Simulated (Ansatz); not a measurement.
**GaNH3 (SMILES [NH2][GaH]) at UMP2/def2-TZVP**

Aim: the vertical doublet–quartet gap of GaNH3 at UMP2/def2-TZVP, from 2 runs. 

Program for the calculation: Ansatz 0.2.0.

55 further runs of the same task are left out: 55 set aside as unsound or not needed.

## 1. Starting point

GaNH3: 5 atoms, total charge 0, spin state doublet. SMILES: `[NH2][GaH]`. The shape is that of a PBE0-D4/def2-TZVP optimisation. This is one conformer, not always the lowest.

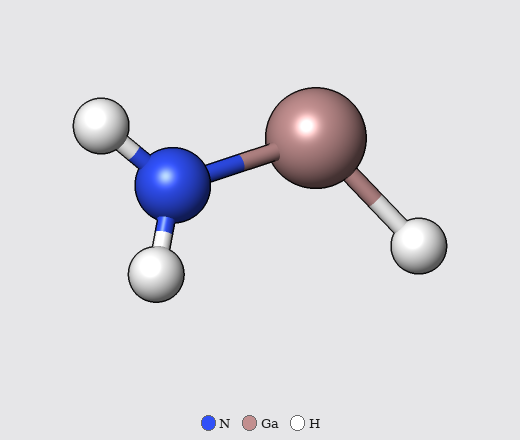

Viewed from a chosen angle; nitrogen blue, gallium pink, hydrogen white.

## 2. The energy at UMP2/def2-TZVP

run.yaml reads:

```yaml
basis:
  gaussian:
    orbitals: def2-TZVP
crystal:
  periodic: [false, false, false]
  atoms:
    - {symbol: N, position_ang: [-0.211900, -0.684000, 0.064700]}
    - {symbol: Ga, position_ang: [0.815500, 0.782900, 0.417000]}
    - {symbol: H, position_ang: [-0.946800, -0.701300, -0.625100]}
    - {symbol: H, position_ang: [-0.115200, -1.569300, 0.532000]}
    - {symbol: H, position_ang: [0.508200, 2.097900, -0.430100]}
magnetization:
  spin_polarized: true
  initial_magnetization: 1
accuracy: high
correlation:
  method: mp2
  frozen_orbitals: {Ga: 9, H: 0, "N": 1}
```

Launch:

```console
$ ansatz run run.yaml --threads 1 --pin off --max-ram 3480MiB --events-out events.jsonl --progress --plain --runs-dir runs
```

The log of the run:

```text
Warning: RAYON_NUM_THREADS=1 ignored (pool sized by the plan → 1); use --threads N
Functional definition: HF
  name "HF"
  exchange = exact_x
  correlation = 0
1600 factors; integrals over basis functions are off by at most 4.6e-9 eV
mean field evaluation 1: about -53860.0698 eV, gradient 2.7e1 eV
mean field evaluation 2: about -53860.0738 eV, gradient 2.7e1 eV
mean field evaluation 4: about -53863.4984 eV, gradient 2.4e0 eV
mean field evaluation 8: about -53863.6048 eV, gradient 2.5e-1 eV
mean field evaluation 16: about -53863.6070 eV, gradient 1.8e-8 eV
mean field -53863.60703267 eV, -1979.4510483865 hartree, gradient 1.8e-8 eV, S^2 0.756845; 1 other end points of the search recorded, 0 dependent functions left out
10 core orbitals not correlated: weight in the atoms' cores, before any rotation towards them, 1.000 or more for the frozen orbitals, at most 0.000 for the correlated occupied ones
reference -53863.60703267 eV, -1979.4510483865 hartree; 11, 10 occupied and 76, 77 virtual orbitals, 1600 factors
second order -11.40924245 eV of doubles, -0.00000000 eV of singles
Total energy: -53875.01627512 eV, -1979.8703303131 hartree
```

Run time: 5.1 s. Hardware: 1 thread of Arm Neoverse V1, shared host; peak memory 0.28 GiB.

## 3. The quartet at the same level

molecule.yaml reads:

```yaml
crystal:
  periodic: [false, false, false]
  atoms:
    - symbol: "N"
      position_ang: [-0.211900, -0.684000, 0.064700]
    - symbol: Ga
      position_ang: [0.815500, 0.782900, 0.417000]
    - symbol: H
      position_ang: [-0.946800, -0.701300, -0.625100]
    - symbol: H
      position_ang: [-0.115200, -1.569300, 0.532000]
    - symbol: H
      position_ang: [0.508200, 2.097900, -0.430100]
basis:
  gaussian:
    orbitals: def2-TZVP
correlation:
  method: mp2
  frozen_orbitals: {Ga: 9, H: 0, "N": 1}
accuracy: high
magnetization:
  spin_polarized: true
  initial_magnetization: 3
```

Launch:

```console
$ ansatz run molecule.yaml --threads 1 --pin off --max-ram 3480MiB --events-out events.jsonl --progress --plain --runs-dir runs
```

The log of the run:

```text
Warning: RAYON_NUM_THREADS=1 ignored (pool sized by the plan → 1); use --threads N
Functional definition: HF
  name "HF"
  exchange = exact_x
  correlation = 0
1600 factors; integrals over basis functions are off by at most 4.6e-9 eV
mean field evaluation 1: about -53858.5107 eV, gradient 1.3e1 eV
mean field evaluation 2: about -53858.5182 eV, gradient 1.3e1 eV
mean field evaluation 4: about -53860.0502 eV, gradient 1.7e0 eV
mean field evaluation 8: about -53860.1073 eV, gradient 2.6e-1 eV
mean field evaluation 16: about -53860.1097 eV, gradient 2.3e-8 eV
mean field -53860.10970354 eV, -1979.3225239115 hartree, gradient 2.3e-8 eV, S^2 3.763225; 3 other end points of the search recorded, 0 dependent functions left out
10 core orbitals not correlated: weight in the atoms' cores, before any rotation towards them, 1.000 or more for the frozen orbitals, at most 0.000 for the correlated occupied ones
reference -53860.10970354 eV, -1979.3225239115 hartree; 12, 9 occupied and 75, 78 virtual orbitals, 1600 factors
second order -10.06302856 eV of doubles, -0.00000000 eV of singles
Total energy: -53870.17273210 eV, -1979.6923333901 hartree
```

It took 6.9 s on 1 thread of Arm Neoverse V1, shared host; peak memory 0.28 GiB.

## 4. Outcome

At UMP2/def2-TZVP, 10 core orbitals frozen:

```
                                             quantity           value
                                doublet: total energy  -1979.87033 Eh
doublet: correlation energy (10 core orbitals frozen)      -419.3 mEh
           doublet: ⟨S²⟩ of the reference determinant           0.757
                                quartet: total energy  -1979.69233 Eh
quartet: correlation energy (10 core orbitals frozen)      -369.8 mEh
           quartet: ⟨S²⟩ of the reference determinant           3.763
     vertical energy of the quartet above the doublet        4.844 eV
```

In words: At this shape the quartet lies 4.84 eV (112 kcal/mol) above the doublet.
